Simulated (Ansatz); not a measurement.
# C2H3F3S (methyl(trifluoromethyl) sulfide): MP2/cc-pVDZ

What is the electronic atomisation energy of C2H3F3S (methyl(trifluoromethyl) sulfide) at MP2/cc-pVDZ? 

Program for the calculation: Ansatz 0.2.0.

54 further runs of the same task are left out: 54 set aside as unsound or not needed. Runs told in other sessions of the task aren't counted.

## Step 1: The molecule

C2H3F3S: 9 atoms, total charge 0, spin state singlet. As SMILES, `CSC(F)(F)F`. Geometry: relaxed at PBE0-D4/def2-TZVP.

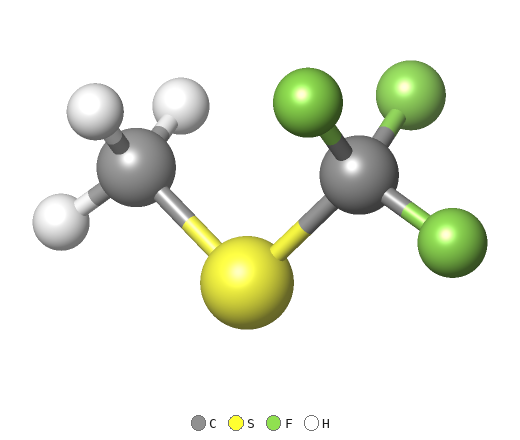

The structure, seen from a chosen angle (carbon grey, sulfur yellow, fluorine green, hydrogen white).

## Step 2: The energy at MP2/cc-pVDZ

File input.yaml:

```yaml
crystal:
  periodic: [false, false, false]
  atoms:
    - symbol: C
      position_ang: [-0.264600, -1.100100, 0.810100]
    - symbol: S
      position_ang: [1.180700, -0.334500, 0.060100]
    - symbol: C
      position_ang: [0.352400, 1.022800, -0.776800]
    - symbol: F
      position_ang: [-0.550100, 0.609400, -1.673600]
    - symbol: F
      position_ang: [1.270600, 1.742000, -1.418200]
    - symbol: F
      position_ang: [-0.296500, 1.835600, 0.064500]
    - symbol: H
      position_ang: [0.112500, -1.958300, 1.366300]
    - symbol: H
      position_ang: [-0.961900, -1.447400, 0.049200]
    - symbol: H
      position_ang: [-0.754400, -0.415800, 1.501300]
basis:
  gaussian:
    orbitals: cc-pVDZ
correlation:
  method: mp2
  frozen_orbitals: {C: 1, F: 1, H: 0, S: 5}
accuracy: high
```

Run with:

```
$ ansatz run input.yaml --threads 1 --pin off --max-ram 2610MiB --events-out events.jsonl --progress --plain --runs-dir runs
```

What it wrote:

```text
Warning: RAYON_NUM_THREADS=1 ignored (pool sized by the plan → 1); use --threads N
Functional definition: HF
  name "HF"
  exchange = exact_x
  correlation = 0
2387 factors; integrals over basis functions are off by at most 3.8e-9 eV
mean field evaluation 1: about -21039.4407 eV, gradient 4.5e1 eV
mean field evaluation 2: about -21039.6366 eV, gradient 4.5e1 eV
mean field evaluation 4: about -21043.7484 eV, gradient 3.3e0 eV
mean field evaluation 8: about -21043.8027 eV, gradient 2.0e-1 eV
mean field evaluation 16: about -21043.8029 eV, gradient 2.4e-8 eV
mean field -21043.80289791 eV, -773.3454924962 hartree, gradient 2.4e-8 eV, S^2 0.000000; 0 other end points of the search recorded, 0 dependent functions left out
10 core orbitals not correlated: weight in the atoms' cores, before any rotation towards them, 1.000 or more for the frozen orbitals, at most 0.000 for the correlated occupied ones
reference -21043.80289791 eV, -773.3454924962 hartree; 19, 19 occupied and 74, 74 virtual orbitals, 2387 factors
second order -26.20513876 eV of doubles, -0.00000000 eV of singles
Total energy: -21070.00803667 eV, -774.3085135831 hartree
```

It took 6.9 s on 1 thread of Arm Neoverse V2, shared host; peak memory 0.35 GiB.

## Step 3: The C atom, same level

File molecule.yaml:

```yaml
crystal:
  periodic: [false, false, false]
  atoms:
    - {symbol: C, position_ang: [0.000000, 0.000000, 0.000000]}
basis:
  gaussian:
    orbitals: cc-pVDZ
magnetization:
  spin_polarized: true
  initial_magnetization: 2
correlation:
  method: mp2
  frozen_orbitals: {C: 1}
accuracy: high
```

Run the same way, it converges to -37.73831 Eh (log not shown).

## Step 4: The F atom, same level

File job.yaml:

```yaml
crystal:
  periodic: [false, false, false]
  atoms:
    - {symbol: F, position_ang: [0.000000, 0.000000, 0.000000]}
basis:
  gaussian:
    orbitals: cc-pVDZ
correlation:
  method: mp2
  frozen_orbitals: {F: 1}
accuracy: high
magnetization:
  spin_polarized: true
  initial_magnetization: 1
```

Run the same way, it converges to -99.51584 Eh (log not shown).

## Step 5: The H atom: the energy at UHF/cc-pVDZ

File input.yaml:

```yaml
crystal:
  periodic: [false, false, false]
  atoms:
    - symbol: H
      position_ang: [0.000000, 0.000000, 0.000000]
basis:
  gaussian:
    orbitals: cc-pVDZ
magnetization:
  spin_polarized: true
  initial_magnetization: 1
hamiltonian:
  xc: hf
accuracy: high
```

Run the same way, it converges to -0.49928 Eh (log not shown).

## Step 6: The S atom at the same level

File in.yaml:

```yaml
crystal:
  periodic: [false, false, false]
  atoms:
    - {symbol: S, position_ang: [0.000000, 0.000000, 0.000000]}
basis:
  gaussian:
    orbitals: cc-pVDZ
magnetization:
  spin_polarized: true
  initial_magnetization: 2
correlation:
  method: mp2
  frozen_orbitals: {S: 5}
accuracy: high
```

Run the same way, it converges to -397.58060 Eh (log not shown).

## Step 7: Results

At MP2/cc-pVDZ, 10 core orbitals frozen:

```
                                              quantity          value
                                molecule: total energy  -774.30851 Eh
molecule: correlation energy (10 core orbitals frozen)     -963.0 mEh
                                  C atom: total energy   -37.73831 Eh
    C atom: correlation energy (1 core orbital frozen)      -51.8 mEh
             C atom: ⟨S²⟩ of the reference determinant          2.006
                                  F atom: total energy   -99.51584 Eh
    F atom: correlation energy (1 core orbital frozen)     -140.6 mEh
             F atom: ⟨S²⟩ of the reference determinant          0.752
                                  H atom: total energy    -0.49928 Eh
                                          H atom: ⟨S²⟩          0.750
                                  S atom: total energy  -397.58060 Eh
   S atom: correlation energy (5 core orbitals frozen)      -83.8 mEh
             S atom: ⟨S²⟩ of the reference determinant          2.007
                         electronic atomisation energy      32.815 eV
```

What this shows: Taking the molecule apart into free atoms costs 32.82 eV (3166 kJ/mol), before zero-point energy and without spin-orbit coupling.
